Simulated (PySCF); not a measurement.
**EPR calculation, with input and output: C6H12F**

The run: EPR calculation of C6H12F, multiplicity 2. Method and program: UKS B3LYP, pcH-1 on C F H, non-relativistic, mean-field spin-orbit, GIAO (PySCF 2.14.0).

It belongs to a series of runs on one base structure; here: H removed from sp3 C.

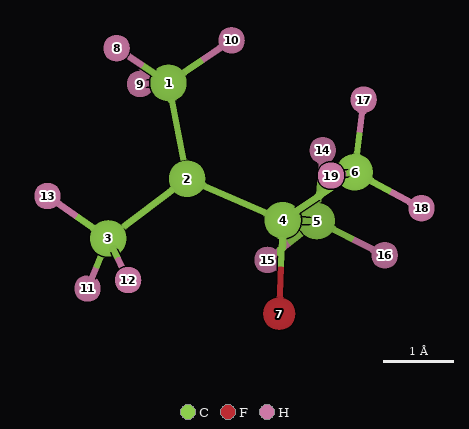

Figure 1. The input geometry (ball-and-stick view, seen at a tilt; atoms are numbered from 1 in the order of the input).

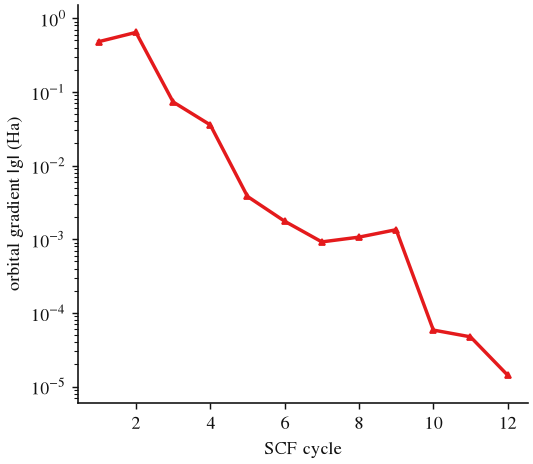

Figure 2. Convergence of the self-consistent field: orbital gradient |g| against the SCF cycle. All cycles printed in the log are drawn one after another.

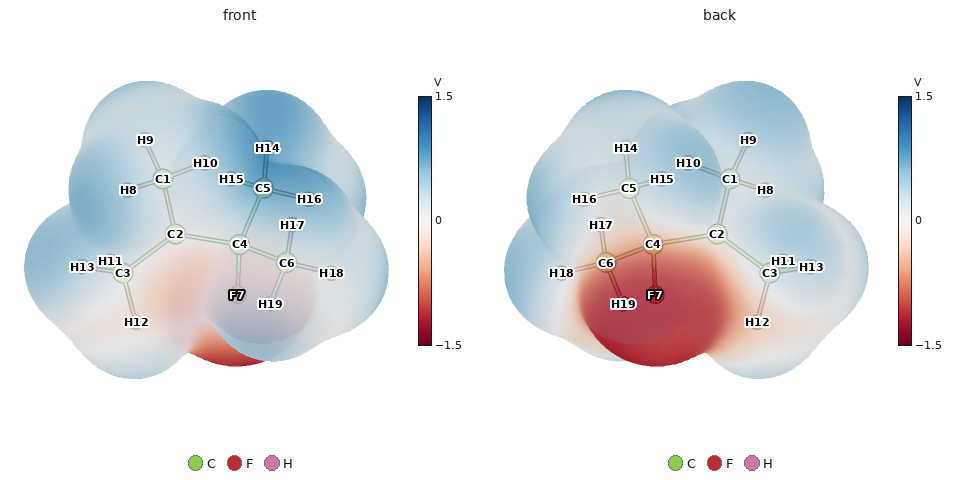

Figure 3. The molecular electrostatic potential painted on the density surface at 0.002 e/bohr³, seen at a tilt and from behind; the colour scale runs from red (negative) to blue (positive).

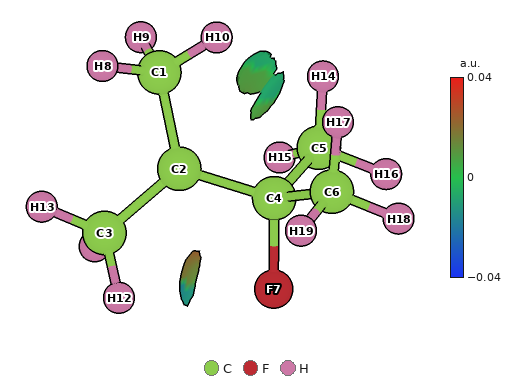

Figure 4. Non-covalent interaction (NCI) plot: the surface where the reduced density gradient is 0.5, for densities under 0.05 a.u., coloured by sign(λ₂)ρ; seen face on.

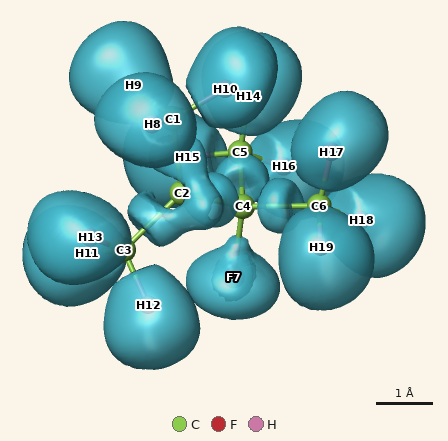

Figure 5. Isosurface of the ELF at 0.75 (cyan), seen at a tilt. Core shells and regions of very low density are left out. Along the contacts the grid gives the following. C–F (1.40 Å): the ELF peaks at about 0.85 between the atoms, which marks a shared but strongly polarised pair. C–C (1.48 Å): the ELF peaks at about 0.95 between the atoms (a covalent bond).

These pictures come from the run below.

### Input
```
{"job": {"kind": "epr", "basis": "pcH-1"}, "charge": 0, "multiplicity": 2}
C     -0.793033     1.547582     0.458418
C     -0.760258     0.110668     0.087296
C     -2.021961    -0.592693    -0.249800
C      0.551562    -0.568173    -0.145521
C      1.392438     0.134635    -1.221676
C      1.359607    -0.739487     1.149103
F      0.306307    -1.859701    -0.623699
H     -1.633608     1.747683     1.123701
H     -0.925666     2.188100    -0.422772
H      0.123437     1.859219     0.954430
H     -2.158509    -0.672317    -1.335202
H     -2.011096    -1.614746     0.130934
H     -2.880085    -0.065198     0.160152
H      1.642396     1.142621    -0.908283
H      0.830850     0.177812    -2.151666
H      2.307904    -0.426759    -1.392563
H      1.628197     0.228221     1.559653
H      2.265084    -1.304089     0.940614
H      0.766631    -1.284129     1.879418
```

The first line tells a small driver script what to run in PySCF; the rest is the geometry in Å.

Command:
```bash
OMP_NUM_THREADS=1 python <driver script> task.json out
```

### The program's output
```
UKS, coarse grid
  cycle   1  E = -335.59692945  |g| = 4.82e-01
  cycle   2  E = -335.54608912  |g| = 6.44e-01
  cycle   3  E = -335.69295264  |g| = 7.32e-02
  cycle   4  E = -335.69446668  |g| = 3.57e-02
  cycle   5  E = -335.69498148  |g| = 3.82e-03
  cycle   6  E = -335.69499069  |g| = 1.76e-03
  cycle   7  E = -335.69499244  |g| = 9.22e-04
UKS, final grid
  cycle   1  E = -335.69499805  |g| = 1.07e-03
  cycle   2  E = -335.69499774  |g| = 1.35e-03
  cycle   3  E = -335.69499859  |g| = 5.86e-05
  cycle   4  E = -335.69499859  |g| = 4.74e-05
  cycle   5  E = -335.69499860  |g| = 1.43e-05
E = -335.69499860 Eh   <S^2> = 0.7540 (exact 0.7500)
g shifts (ppm)      1          2          3
  rmc          -146       -146       -146
  gc             -3         36         29
  oz_so         -32        556        717
  total        -182        446        600
hyperfine (MHz)  atom isotope    a_iso     a_fc   dipolar eigenvalues
    0   13C     -33.30     -33.30     -1.88     -0.53      2.41
    1   13C     100.52     100.52    -81.71    -81.60    163.31
    2   13C     -33.49     -33.49     -2.19      0.14      2.05
    3   13C     -33.45     -33.45     -1.50     -0.29      1.79
    4   13C      46.38      46.38     -3.93     -3.73      7.66
    5   13C      48.39      48.39     -3.79     -3.67      7.46
    6   19F      -4.97      -4.97     -5.41     -3.49      8.90
    7    1H      51.40      51.40     -4.79     -4.41      9.20
    8    1H     138.02     138.02     -4.94     -3.43      8.36
    9    1H      21.33      21.33     -4.80     -3.94      8.74
   10    1H     136.67     136.67     -5.03     -3.33      8.35
   11    1H      70.55      70.55     -4.73     -4.47      9.21
   12    1H      11.90      11.90     -4.73     -3.87      8.60
   13    1H      -2.57      -2.57     -3.80     -2.00      5.80
   14    1H      -2.09      -2.09     -4.68     -1.98      6.66
   15    1H      10.73      10.73     -2.80     -1.41      4.21
   16    1H      -2.48      -2.48     -3.85     -2.28      6.12
   17    1H      11.99      11.99     -2.72     -1.54      4.25
   18    1H      -1.34      -1.34     -5.25     -2.07      7.32
```

### Key numbers

```json
{"quantity": "outcome", "value": "converged"}
{"quantity": "total energy", "value": "−335.694999 hartree"}
{"quantity": "⟨S²⟩", "value": "0.754"}
{"quantity": "isotropic g", "value": "2.0026"}
{"quantity": "hardware", "value": "1 CPU thread, shared host"}
{"quantity": "wall time", "value": "66 s"}
{"quantity": "peak memory", "value": "0.96 GiB"}
```
